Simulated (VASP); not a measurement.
Band structure of CeS2 (space group P4/nmm). Computed with PBEsol GGA, VASP's PBE PAW potentials (set 64) (plane waves; VASP).

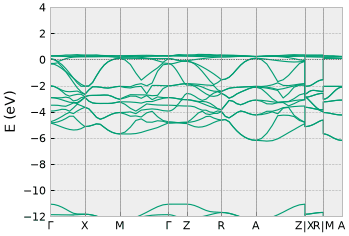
Figure: Bands along high-symmetry lines, zero at the valence-band maximum or, without a gap, the Fermi level

Problem. Read the plot: is there a gap, and where are the band edges?

Solution. It has no gap at this level: it comes out as a metal or semimetal. (Edges off the drawn lines would not show.)

The structure comes from a computed database's CeS2 entry (P4/nmm); how it stands against other phases isn't given here. It was relaxed first, which changed the volume by -6 %. The run is not spin-polarised, so no magnetic state was tried.
